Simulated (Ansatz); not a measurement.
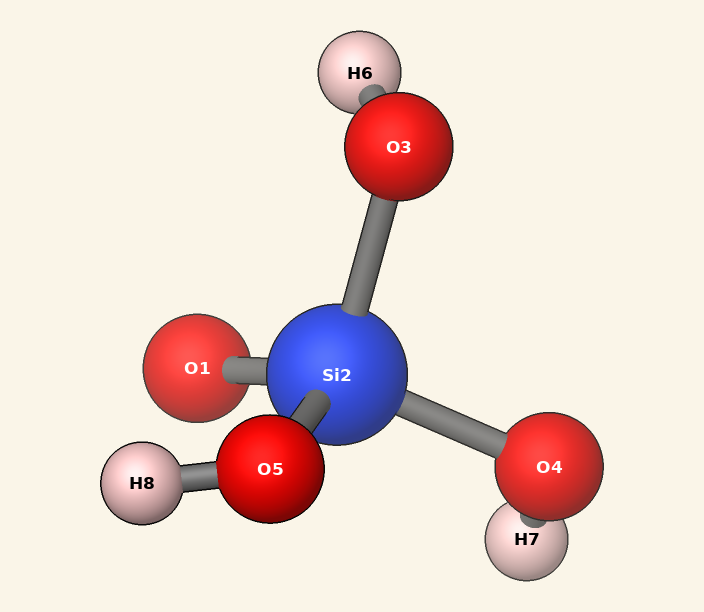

Simulated data, not a measurement (program: Ansatz).

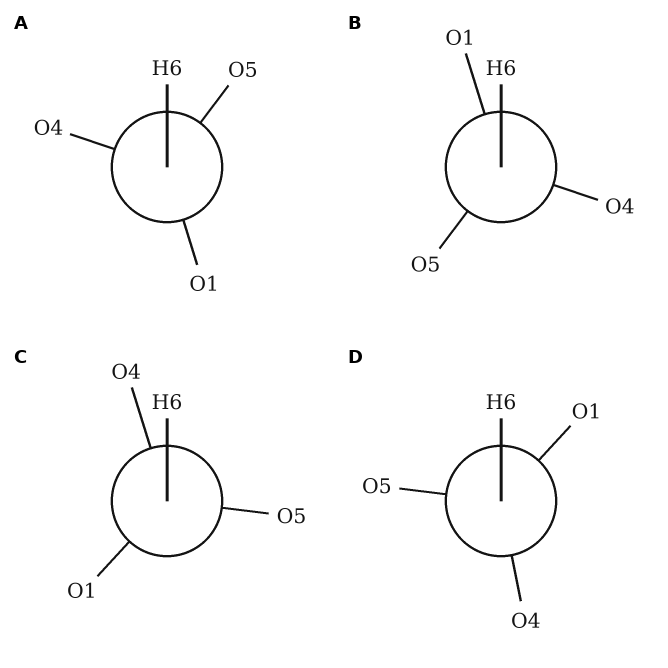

Atoms fade into the background with distance from the viewer. Bonds that would overlap in a projection are set slightly apart. The species has charge −1 and is a spin singlet. Geometry: atoms displaced at random (about 0.04 Å) from a stationary point of PBE0-D4.

### Which Newman projection shows the view along O3–Si2, with O3 in front?

B. The torsion angle H6–O3–Si2–O4 is 109°, anticlinal.
